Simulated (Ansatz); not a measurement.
# Si3P2: what a guessed cell relaxes into, part 2 of 3

The task: take a trial cell of Si3P2 to zero force and stress.

Ansatz 0.2.0; DFT PBE, scalar-relativistic, plane waves, PAW.

## 3. Rough relaxation on the coarse mesh

File input.yaml:

```yaml
crystal:
  lattice:
    - [4.4339603, 0.0, 0.0]
    - [0.0, 4.4339603, 0.0]
    - [0.0, 0.0, 8.74430756]
  atoms:
    - { symbol: Si, position: [0.5, 0.0, 0.99027653] }
    - { symbol: Si, position: [0.5, 0.0, 0.50438401] }
    - { symbol: Si, position: [0.0, 0.5, 0.00438401] }
    - { symbol: Si, position: [0.0, 0.5, 0.49027653] }
    - { symbol: Si, position: [0.0, 0.0, 0.24017383] }
    - { symbol: Si, position: [0.0, 0.0, 0.74017383] }
    - { symbol: P, position: [0.5, 0.5, 0.26586094] }
    - { symbol: P, position: [0.5, 0.5, 0.76586094] }
    - { symbol: P, position: [0.0, 0.0, 0.99930469] }
    - { symbol: P, position: [0.0, 0.0, 0.49930469] }
basis:
  ecutwfc: 420
kpoints:
  mp_grid: { grid: [4, 4, 2] }
hamiltonian:
  xc: pbe
scf:
  occupations: { method: gaussian, width: 0.1 }
  lower_state_search: "off"
output:
  forces: true
  stress: true
  eigenvalues: true
relax:
  adjacent_minimum: "off"
  f_tol: 0.04
  max_steps: 70
  cell: { stress_tol: 0.4 }
```

On the command line:

```bash
$ ansatz run input.yaml --threads 1 --pin off --max-ram 2560MiB --backend cpu --events-out ev --progress --plain --runs-dir out
```

Standard output:

```text
Warning: RAYON_NUM_THREADS=1 ignored (pool sized by the plan → 1); use --threads N
Engine: ansatz 0.2.0, x86_64-unknown-linux-gnu
Pseudopotentials: kind: paw
Pseudopotential: Si, paw, valence charge 4, recommended cutoff 420 eV (normal), Si.paw.azcp
Pseudopotential: P, paw, valence charge 5, recommended cutoff 420 eV (normal), P.paw.azcp
Functional definition: PBE
  parameter kappa = 0.804
  parameter beta = 0.06672455060314922
  exchange = pbe_x(kappa = kappa, mu = beta*pi^2/3)
  correlation = pbe_c(beta = beta)
Crystal: 10 atoms, lattice volume = 171.913 Å³
Basis set: ecut = 420 eV, 3405 PW (Γ), exchange–correlation on 60×60×120 points (8 copies of the dense FFT grid, shifted against one another)
Bands: 32, of which v1, the nominal top of the filled ones, is band 22 counted from 1 (21 counted from 0)
Symmetry: 8 space group operations
Space group: P42mc (ITA 105), of the structure as read, at distance tolerance 5.6e-5 Å
k-points: 12 of 32
Non-local potential: Si, projectors of the file, l = 0: 2, l = 1: 2, l = 2: 2
Non-local potential: P, projectors of the file, l = 0: 2, l = 1: 2, l = 2: 2
PAW form: soft (Blöchl's): semilocal exchange-correlation on the pseudo side does not see the compensation charge
PAW one-centre angular grid: Si, 110 points (default); XC on 64 Gauss nodes
PAW one-centre angular grid: P, 110 points (default); XC on 64 Gauss nodes
Initial density: superposition of atomic densities (neutral atoms: chi_scale 0, normalization atom), corrected by the library's trained network
Initial wavefunctions: pseudopotential atomic-orbital guess
Functional: x = pbe(κ = 0.804, μ = 0.2195149727645171), c = pbe(β = 0.06672455060314922)
SCF iter   1: F=—  HF=-6828.708405 eV  |F-HF|=—  |Δ(HF+E_count)|=         —  Δρ=5.23e-3  dr2=9.58e-2  ethr=1.77e-3  ⟨swp⟩=9.7  Hψ=2450  notcnv=0
preconditioner: auto → Resta (q_TF=auto, 2.174 Å⁻¹)  ε∞=6.7  [insulator: Δε(μ)=0.381 eV  Ē_g=7.839 eV  σ=0.100 eV  W_gap=0.63  n_scr=38 (ndim 8)  ℏωp=18.8 eV  f_vac=0.000  D(μ)=3.50/eV (n_scr^D=16)  ε∞_Penn≈6.7]
SCF iter   2: F=—  HF=-6828.690784 eV  |F-HF|=—  |Δ(HF+E_count)|=   1.76e-2  Δρ=2.86e-3  dr2=2.87e-2  ethr=2.18e-4  ⟨swp⟩=1.5  Hψ=497  notcnv=0  defer=1
SCF iter   3: F=—  HF=-6828.685277 eV  |F-HF|=—  |Δ(HF+E_count)|=   5.51e-3  Δρ=3.31e-4  dr2=1.43e-4  ethr=6.53e-5  ⟨swp⟩=2.7  Hψ=613  notcnv=0  defer=1
SCF iter   4: F=—  HF=-6828.685297 eV  |F-HF|=—  |Δ(HF+E_count)|=   2.02e-5  Δρ=1.10e-4  dr2=2.25e-5  ethr=3.24e-7  ⟨swp⟩=2.8  Hψ=649  notcnv=0  defer=1
SCF iter   5: F=—  HF=-6828.685466 eV  |F-HF|=—  |Δ(HF+E_count)|=   1.69e-4  Δρ=3.12e-5  dr2=1.70e-6  ethr=5.12e-8  ⟨swp⟩=2.4  Hψ=574  notcnv=0  defer=1
SCF iter   6: F=-6828.685466 eV  HF=-6828.685466 eV  |F-HF|=3.24e-8  |Δ(HF+E_count)|=   2.57e-7  Δρ=4.88e-6  dr2=7.30e-8  ethr=2.27e-10  ⟨swp⟩=10.8  Hψ=2428  notcnv=0
SCF 1 converged in 6 iterations: F = -6828.685466 eV  dr2 = 7.30e-8
relax step   1: F+E_penalty+E_count = -6828.68546631 eV  Δ(F+E_penalty+E_count) = +0.000e0 eV  max|allowed force component| = 1.906e0 eV/Å  Δτ_max = 0.0000 Å  P = +4.402 GPa  Ω = 171.913 Å³  (6 SCF iters, dr2 threshold 1.00e-7 eV, accepted)
Crystal: 10 atoms, lattice volume = 177.570 Å³
Basis set: ecut = 420 eV, 3493 PW (Γ), exchange–correlation on 60×60×120 points (8 copies of the dense FFT grid, shifted against one another)
Initial density: handed on by an earlier stage of this run
Initial wavefunctions: those handed on with the density
iter 1 solved again at ethr=2.26e-4 eV; its pass at ethr=3.10e-3 eV (dr2=9.93e-2 eV) is discarded
SCF iter   1: F=—  HF=-6829.086218 eV  |F-HF|=—  |Δ(HF+E_count)|=         —  Δρ=4.81e-3  dr2=9.45e-2  ethr=2.26e-4  ⟨swp⟩=2.0  Hψ=2295  notcnv=0
preconditioner: auto → Kerker (q_TF=auto, 2.162 Å⁻¹)  [metal: Δε(μ)=0.068 eV  Ē_g=7.720 eV  σ=0.100 eV  W_gap=0.35  n_scr=38 (ndim 8)  ℏωp=18.5 eV  f_vac=0.000  D(μ)=3.05/eV (n_scr^D=16)]
SCF iter   2: F=—  HF=-6829.065628 eV  |F-HF|=—  |Δ(HF+E_count)|=   2.06e-2  Δρ=2.44e-3  dr2=2.14e-2  ethr=2.15e-4  ⟨swp⟩=2.2  Hψ=535  notcnv=0
SCF iter   3: F=—  HF=-6829.059719 eV  |F-HF|=—  |Δ(HF+E_count)|=   5.91e-3  Δρ=4.23e-4  dr2=4.71e-4  ethr=4.86e-5  ⟨swp⟩=2.2  Hψ=571  notcnv=0
SCF iter   4: F=—  HF=-6829.059920 eV  |F-HF|=—  |Δ(HF+E_count)|=   2.01e-4  Δρ=1.23e-4  dr2=3.36e-5  ethr=1.07e-6  ⟨swp⟩=2.4  Hψ=637  notcnv=0
SCF iter   5: F=—  HF=-6829.059919 eV  |F-HF|=—  |Δ(HF+E_count)|=   9.09e-7  Δρ=2.18e-5  dr2=1.18e-6  ethr=7.63e-8  ⟨swp⟩=2.6  Hψ=656  notcnv=0
SCF iter   6: F=-6829.059919 eV  HF=-6829.059919 eV  |F-HF|=1.33e-9  |Δ(HF+E_count)|=   3.79e-8  Δρ=5.34e-6  dr2=5.98e-8  ethr=2.27e-9  ⟨swp⟩=8.8  Hψ=1930  notcnv=0
SCF 2 converged in 6 iterations: F = -6829.059919 eV  dr2 = 5.98e-8
relax step   2: F+E_penalty+E_count = -6829.05991879 eV  Δ(F+E_penalty+E_count) = -3.745e-1 eV  max|allowed force component| = 6.873e-1 eV/Å  Δτ_max = 0.0764 Å  P = +1.154 GPa  Ω = 177.570 Å³  energy of the carried Pulay correction = -8.744e-4 eV  (6 SCF iters, dr2 threshold 1.00e-6 eV, accepted)
Crystal: 10 atoms, lattice volume = 182.723 Å³
Basis set: ecut = 420 eV, 3607 PW (Γ), exchange–correlation on 60×60×120 points (8 copies of the dense FFT grid, shifted against one another)
iter 1 solved again at ethr=5.15e-4 eV; its pass at ethr=3.10e-3 eV (dr2=2.27e-1 eV) is discarded
SCF iter   1: F=—  HF=-6829.762864 eV  |F-HF|=—  |Δ(HF+E_count)|=         —  Δρ=7.14e-3  dr2=2.21e-1  ethr=5.15e-4  ⟨swp⟩=2.0  Hψ=2426  notcnv=0
preconditioner: auto → Kerker (q_TF=auto, 2.152 Å⁻¹)  [metal: Δε(μ)=0.061 eV  Ē_g=7.695 eV  σ=0.100 eV  W_gap=0.33  n_scr=38 (ndim 8)  ℏωp=18.2 eV  f_vac=0.000  D(μ)=6.22/eV (n_scr^D=46)]
SCF iter   2: F=—  HF=-6829.724118 eV  |F-HF|=—  |Δ(HF+E_count)|=   3.87e-2  Δρ=3.76e-3  dr2=5.07e-2  ethr=5.02e-4  ⟨swp⟩=2.2  Hψ=469  notcnv=0
SCF iter   3: F=—  HF=-6829.714309 eV  |F-HF|=—  |Δ(HF+E_count)|=   9.81e-3  Δρ=9.97e-4  dr2=2.94e-3  ethr=1.15e-4  ⟨swp⟩=2.5  Hψ=578  notcnv=0
SCF iter   4: F=—  HF=-6829.714187 eV  |F-HF|=—  |Δ(HF+E_count)|=   1.21e-4  Δρ=2.63e-4  dr2=2.15e-4  ethr=6.67e-6  ⟨swp⟩=2.5  Hψ=618  notcnv=0
SCF iter   5: F=—  HF=-6829.714517 eV  |F-HF|=—  |Δ(HF+E_count)|=   3.30e-4  Δρ=5.60e-5  dr2=9.75e-6  ethr=4.89e-7  ⟨swp⟩=2.8  Hψ=644  notcnv=0
SCF iter   6: F=-6829.714518 eV  HF=-6829.714518 eV  |F-HF|=3.54e-9  |Δ(HF+E_count)|=   6.49e-7  Δρ=1.57e-5  dr2=5.77e-7  ethr=2.27e-9  ⟨swp⟩=9.6  Hψ=2146  notcnv=0
SCF 3 converged in 6 iterations: F = -6829.714518 eV  dr2 = 5.77e-7
relax step   3: F+E_penalty+E_count = -6829.71451794 eV  Δ(F+E_penalty+E_count) = -6.546e-1 eV  max|allowed force component| = 1.263e0 eV/Å  Δτ_max = 0.1954 Å  P = +0.091 GPa  Ω = 182.723 Å³  energy of the carried Pulay correction = -1.647e-3 eV  (6 SCF iters, dr2 threshold 1.00e-6 eV, accepted)
[... from here on, the SCF cycles and remarks between the steps are left out ...]
relax step   4: F+E_penalty+E_count = -6830.89187370 eV  Δ(F+E_penalty+E_count) = -1.177e0 eV  max|allowed force component| = 2.010e0 eV/Å  Δτ_max = 0.1992 Å  P = -0.607 GPa  Ω = 186.961 Å³  energy of the carried Pulay correction = -2.265e-3 eV  (7 SCF iters, dr2 threshold 1.00e-6 eV, accepted)
relax step   5: F+E_penalty+E_count = -6832.36583042 eV  Δ(F+E_penalty+E_count) = -1.474e0 eV  max|allowed force component| = 2.213e0 eV/Å  Δτ_max = 0.1964 Å  P = -0.947 GPa  Ω = 189.963 Å³  energy of the carried Pulay correction = -2.695e-3 eV  (6 SCF iters, dr2 threshold 1.00e-6 eV, accepted)
relax step   6: F+E_penalty+E_count = -6833.40087333 eV  Δ(F+E_penalty+E_count) = -1.035e0 eV  max|allowed force component| = 1.575e0 eV/Å  Δτ_max = 0.1908 Å  P = -0.342 GPa  Ω = 189.460 Å³  energy of the carried Pulay correction = -2.623e-3 eV  (6 SCF iters, dr2 threshold 1.00e-6 eV, accepted)
relax step   7: F+E_penalty+E_count = -6833.72920816 eV  Δ(F+E_penalty+E_count) = -3.283e-1 eV  max|allowed force component| = 9.586e-1 eV/Å  Δτ_max = 0.2000 Å  P = +0.184 GPa  Ω = 192.150 Å³  energy of the carried Pulay correction = -3.003e-3 eV  (6 SCF iters, dr2 threshold 1.00e-6 eV, accepted)
relax step   8: F+E_penalty+E_count = -6833.43222177 eV  Δ(F+E_penalty+E_count) = +2.970e-1 eV  max|allowed force component| = 1.942e0 eV/Å  Δτ_max = 0.1928 Å  P = +5.270 GPa  Ω = 177.653 Å³  energy of the carried Pulay correction = -8.871e-4 eV  (7 SCF iters, dr2 threshold 1.00e-6 eV, rejected (line search))
relax step   9: F+E_penalty+E_count = -6833.82690550 eV  Δ(F+E_penalty+E_count) = -9.770e-2 eV  max|allowed force component| = 3.455e-1 eV/Å  Δτ_max = 0.0790 Å  P = +0.338 GPa  Ω = 190.011 Å³  energy of the carried Pulay correction = -2.702e-3 eV  (9 SCF iters, accepted)
relax step  10: F+E_penalty+E_count = -6833.92185570 eV  Δ(F+E_penalty+E_count) = -9.495e-2 eV  max|allowed force component| = 4.070e-1 eV/Å  Δτ_max = 0.0975 Å  P = +0.433 GPa  Ω = 187.628 Å³  energy of the carried Pulay correction = -2.361e-3 eV  (6 SCF iters, dr2 threshold 1.00e-6 eV, accepted)
relax step  11: F+E_penalty+E_count = -6833.72685052 eV  Δ(F+E_penalty+E_count) = +1.950e-1 eV  max|allowed force component| = 1.239e0 eV/Å  Δτ_max = 0.1467 Å  P = -0.276 GPa  Ω = 185.056 Å³  energy of the carried Pulay correction = -1.989e-3 eV  (6 SCF iters, dr2 threshold 1.00e-6 eV, rejected (line search))
relax step  12: F+E_penalty+E_count = -6833.96336482 eV  Δ(F+E_penalty+E_count) = -4.151e-2 eV  max|allowed force component| = 6.161e-2 eV/Å  Δτ_max = 0.0270 Å  P = -0.218 GPa  Ω = 188.602 Å³  energy of the carried Pulay correction = -2.501e-3 eV  (8 SCF iters, accepted)
relax step  13: F+E_penalty+E_count = -6833.97381064 eV  Δ(F+E_penalty+E_count) = -1.045e-2 eV  max|allowed force component| = 1.454e-1 eV/Å  Δτ_max = 0.0094 Å  P = -0.019 GPa  Ω = 188.155 Å³  energy of the carried Pulay correction = -2.437e-3 eV  (5 SCF iters, dr2 threshold 1.00e-6 eV, accepted)
relax step  14: F+E_penalty+E_count = -6833.97705943 eV  Δ(F+E_penalty+E_count) = -3.249e-3 eV  max|allowed force component| = 4.473e-2 eV/Å  Δτ_max = 0.0110 Å  P = +0.004 GPa  Ω = 188.475 Å³  energy of the carried Pulay correction = -2.483e-3 eV  (4 SCF iters, dr2 threshold 1.00e-6 eV, accepted)
relax step  15: F+E_penalty+E_count = -6833.97759523 eV  Δ(F+E_penalty+E_count) = -5.358e-4 eV  max|allowed force component| = 1.177e-2 eV/Å  Δτ_max = 0.0063 Å  P = +0.010 GPa  Ω = 188.728 Å³  energy of the carried Pulay correction = -2.519e-3 eV  (4 SCF iters, dr2 threshold 1.25e-7 eV, accepted)
Basis set: ecut = 420 eV, 3713 PW (Γ), exchange–correlation on 60×60×144 points (8 copies of the dense FFT grid, shifted against one another)
Initial wavefunctions: pseudopotential atomic-orbital guess (no wavefunctions were taken with the density)
iter 1 solved again at ethr=6.45e-7 eV; its pass at ethr=3.10e-3 eV (dr2=2.84e-4 eV) is discarded
SCF iter   1: F=—  HF=-6833.990407 eV  |F-HF|=—  |Δ(HF+E_count)|=         —  Δρ=2.09e-4  dr2=8.17e-6  ethr=6.45e-7  ⟨swp⟩=3.3  Hψ=3289  notcnv=0
preconditioner: auto → Resta (q_TF=auto, 2.140 Å⁻¹)  ε∞=5.8  [insulator: Δε(μ)=0.165 eV  Ē_g=8.157 eV  σ=0.100 eV  W_gap=0.50  n_scr=38 (ndim 8)  ℏωp=17.9 eV  f_vac=0.000  D(μ)=1.02/eV (n_scr^D=2)  ε∞_Penn≈5.8]
SCF iter   2: F=—  HF=-6833.990410 eV  |F-HF|=—  |Δ(HF+E_count)|=   3.49e-6  Δρ=1.11e-4  dr2=2.35e-6  ethr=1.86e-8  ⟨swp⟩=2.3  Hψ=625  notcnv=0
SCF iter   3: F=—  HF=-6833.990438 eV  |F-HF|=—  |Δ(HF+E_count)|=   2.74e-5  Δρ=2.30e-6  dr2=3.94e-9  ethr=1.45e-11  ⟨swp⟩=8.3  Hψ=2242  notcnv=0
SCF iter   4: F=-6833.990438 eV  HF=-6833.990438 eV  |F-HF|=6.14e-10  |Δ(HF+E_count)|=   5.37e-9  Δρ=7.34e-7  dr2=4.70e-10  ethr=8.94e-12  ⟨swp⟩=2.5  Hψ=1404  notcnv=0
SCF 16 converged in 4 iterations: F = -6833.990438 eV  dr2 = 4.70e-10
relax step  16: F+E_penalty+E_count = -6833.99043753 eV  Δ(F+E_penalty+E_count) = -1.284e-2 eV  max|allowed force component| = 1.354e-2 eV/Å  Δτ_max = 0.0000 Å  P = +0.103 GPa  Ω = 188.728 Å³  stress off target by 2.22e-1 GPa  SCF on the basis re-selected at this cell (its energy is not comparable with the rows above)  (4 SCF iters)
basis re-selected at this cell: Δ(F+E_penalty+E_count) = -1.284e-2 eV, ΔP = +0.092 GPa vs the last step (what re-selecting the basis moved, of the pressure what is left beyond the Pulay correction that the steps carried, after the strain that the cell walked since its last selection, with what the two solves' SCF thresholds leave and, on support functions, any second-order correction that the steps lacked; it is no measure of the basis error at this ecutwfc). The dense FFT grid was sized anew with the basis: this SCF ran on 30×30×72 points, the steps before it on 30×30×60, so part of this shift can come from that change (see relax.cell in the input reference). This SCF's stress stands 2.22e-1 GPa from its target on what of the cell is left free (relax.cell.stress_tol is 4.00e-1 GPa) and its largest allowed force component is 1.35e-2 eV/Å (relax.f_tol is 4.00e-2 eV/Å): within both
SCF converged after 4 iterations
Free energy (F): -6833.990438 eV
Harris-Foulkes:  -6833.990438 eV  (|F-HF|=6.14e-10)
Internal energy: -6833.985340 eV  (E = F + TS)
E sigma→0 (E₀):  -6833.987889 eV
Entropy (-TS):   -0.005097 eV (-0.510 meV/atom)
Fermi energy:    7.064182 eV
--- Per-component energies (eV) ---
  E_band       = 59.888896
  E_kinetic    = 523.837971
  E_local      = -503.158921  (includes V_loc(G=0)·N_el)
  E_nonlocal   = 287.963605
  E_hartree    = 159.561477
  E_xc         = -578.996751
  E_vxc        = -525.971588  (∫ρ·V_xc dr)
  E_paw        = -5350.642172  (= ΣΔE_a)
  E_vpaw       = -41.905351  (= ΣTr[D̂ρ^β])
  E_aug_tail   = 0.000054  (compensation charges beyond the density's cutoff)
  E_ewald      = -1372.550602
  E_smearing   = -0.005097  (= −TS)
  E_closure    = 0.000000  (closes the sum)
  Σ components = -6833.990438   (vs F -6833.990438, Δ=0.00e0)
--- Forces (eV/Å), atoms counted from 1 ---
  atom   1  Si     0.00000000    -0.00000000    -0.00575426
  atom   2  Si     0.00000000    -0.00000000    -0.00125055
  atom   3  Si    -0.00000000    -0.00000000    -0.00125055
  atom   4  Si    -0.00000000    -0.00000000    -0.00575426
  atom   5  Si     0.00000000    -0.00000000    -0.00817743
  atom   6  Si     0.00000000    -0.00000000    -0.00817743
  atom   7  P      0.00000000     0.00000000     0.00163843
  atom   8  P     -0.00000000    -0.00000000     0.00163843
  atom   9  P     -0.00000000     0.00000000     0.01354123
  atom  10  P     -0.00000000     0.00000000     0.01354123
  max |Σ_I F_I| component: 5.17e-6 eV/Å
--- Stress (GPa, compression-positive) ---
        0.042707       0.000000       0.000000
        0.000000       0.042707       0.000000
        0.000000       0.000000       0.222174
  P = ⅓ Tr σ = 0.1025 GPa (1.025 kbar)
--- Band table (eV; the first three rows and the last of 12) ---
  k-point 0: bands = ["-7.1474", "-6.7262", "-4.2990", "-3.3878", "-0.7219", "0.2348", "0.8058", "0.8058", "1.0831", "1.0831", "1.3872", "1.5566", "1.7103", "3.2462", "4.2799", "4.2799", "4.9055", "4.9055", "5.2097", "6.2583", "6.9177", "7.0614", "7.0614", "7.4670", "7.7983", "8.1407", "8.1407", "8.3455", "9.3968", "9.8640", "9.8640", "10.2719"]
  k-point 1: bands = ["-6.9626", "-6.9626", "-3.8150", "-3.8150", "-0.5045", "-0.5045", "0.9336", "0.9336", "0.9345", "0.9345", "1.6309", "1.6309", "2.8565", "2.8565", "4.6155", "4.6155", "4.6191", "4.6191", "5.0100", "5.0100", "7.3233", "7.3233", "7.3643", "7.3643", "7.3668", "7.3668", "8.1089", "8.1089", "10.3972", "10.3972", "10.6141", "10.6141"]
  k-point 2: bands = ["-6.7388", "-6.3047", "-4.2723", "-3.9493", "-2.2276", "-0.7533", "0.4380", "0.5514", "1.2091", "1.4840", "1.4861", "2.1492", "3.1387", "3.9845", "4.0129", "4.2081", "4.7394", "4.9736", "5.0816", "5.2083", "5.9124", "6.0734", "6.5891", "7.6052", "8.3641", "8.4460", "8.9414", "9.6963", "9.9159", "9.9765", "10.2042", "10.7643"]
  k-point 11: bands = ["-4.8349", "-4.8349", "-4.0919", "-4.0919", "-2.3268", "-2.3268", "-2.3260", "-2.3260", "-1.0789", "-1.0789", "2.8178", "2.8178", "2.8190", "2.8190", "4.1607", "4.1607", "4.2727", "4.2727", "8.2951", "8.2951", "8.2958", "8.2958", "10.3363", "10.3363", "10.3367", "10.3367", "10.4188", "10.4188", "10.4922", "10.4922", "10.5490", "10.5490"]
--- Relaxed structure (15 steps of the walk, 13 accepted, 1 SCFs on fresh bases) ---
  F+E_penalty+E_count = -6833.99043753 eV   max|allowed force component| = 1.354e-2 eV/Å   (the final SCF, on the basis selected at the relaxed cell)
  cell:  # Å, volume = 188.7281 Å³
    - [4.392202493937808, 0.0, -8.853777203723122e-32]
    - [0.0, 4.392202493937808, 0.0]
    - [-1.746072262691927e-31, 0.0, 9.78299375450928]
  atoms:
    - { symbol: Si, position: [0.5, 0.0, 0.9225608605509129] }
    - { symbol: Si, position: [0.5, 0.0, 0.4224365505514853] }
    - { symbol: Si, position: [-1.9629627075960186e-32, 0.5, -0.07756344944851441] }
    - { symbol: Si, position: [-1.5448923041526872e-32, 0.5, 0.42256086055091285] }
    - { symbol: Si, position: [-1.1626565067187839e-32, 0.0, 0.2794382291697424] }
    - { symbol: Si, position: [-5.891670734239549e-33, 0.0, 0.7794382291697423] }
    - { symbol: P, position: [0.5, 0.5, 0.3271974692237615] }
    - { symbol: P, position: [0.5, 0.5, 0.8271974692237615] }
    - { symbol: P, position: [-1.0589533287218013e-32, 0.0, 1.048366890504097] }
    - { symbol: P, position: [-8.672924814289499e-33, 0.0, 0.5483668905040973] }
```

Wall time 2.2 min (1 thread of Intel Xeon Platinum 8488C (Sapphire Rapids), shared host); peak memory 0.46 GiB.

The steps of the relaxation:

| step | E - E(step 1) (eV/cell) | largest force component (eV/Å) | pressure (GPa) | volume (Å³) |
| --- | --- | --- | --- | --- |
| 1 | 0.0000 | 1.9059 | 4.40 | 171.91 |
| 2 | -0.3745 | 0.6873 | 1.15 | 177.57 |
| 3 | -1.0291 | 1.2632 | 0.09 | 182.72 |
| 4 | -2.2064 | 2.0104 | -0.61 | 186.96 |
| 5 | -3.6804 | 2.2128 | -0.95 | 189.96 |
| 6 | -4.7154 | 1.5753 | -0.34 | 189.46 |
| 7 | -5.0437 | 0.9586 | 0.18 | 192.15 |
| 8 | -4.7468 | 1.9417 | 5.27 | 177.65 |
| 9 | -5.1414 | 0.3455 | 0.34 | 190.01 |
| 10 | -5.2364 | 0.4070 | 0.43 | 187.63 |
| 11 | -5.0414 | 1.2386 | -0.28 | 185.06 |
| 12 | -5.2779 | 0.0616 | -0.22 | 188.60 |
| 13 | -5.2883 | 0.1454 | -0.02 | 188.16 |
| 14 | -5.2916 | 0.0447 | 0.00 | 188.48 |
| 15 | -5.2921 | 0.0118 | 0.01 | 188.73 |
| 16 | -5.3050 | 0.0135 | 0.10 | 188.73 |

Step 1 is the start. Step 16 repeats the geometry before it on a plane-wave basis chosen anew for that cell, so its energy need not be comparable with the rows above. Steps 8, 11 were tried and not accepted.

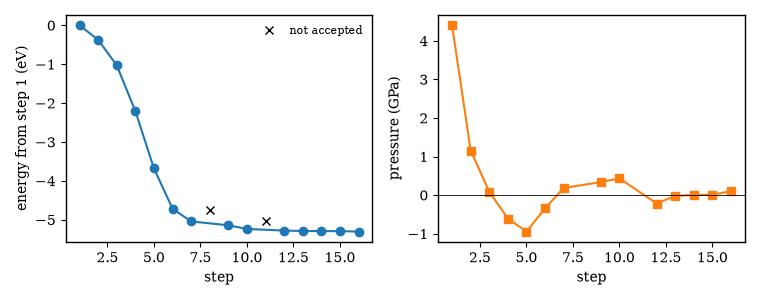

Energy and pressure along the relaxation.

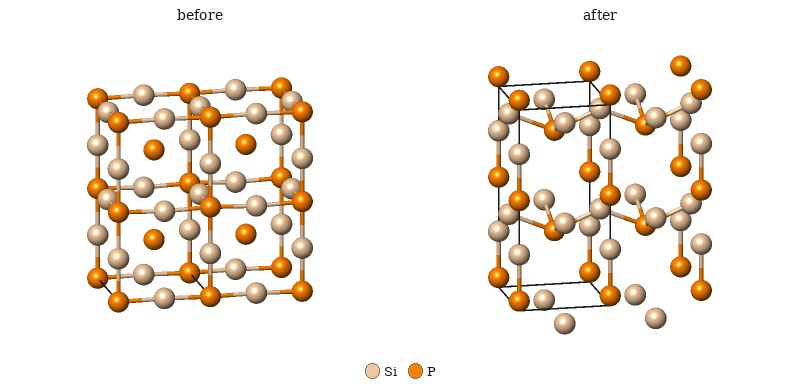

The structure before (left) and after (right) the relaxation, drawn at the same scale.

|  | before | after | change |
| --- | --- | --- | --- |
| a (Å) | 4.434 | 4.392 | -0.9 % |
| b (Å) | 4.434 | 4.392 | -0.9 % |
| c (Å) | 8.744 | 9.783 | +11.9 % |
| volume (Å³/atom) | 17.19 | 18.87 | +9.8 % |
| shortest distance (Å) | 2.106 | 2.261 | +7.3 % |
| space group (0.01 Å) | P4_2mc | P4mm | changed |

The run keeps the 8 symmetry operations of the start, so it could not have lowered the symmetry.

[end of part 2 of 3]
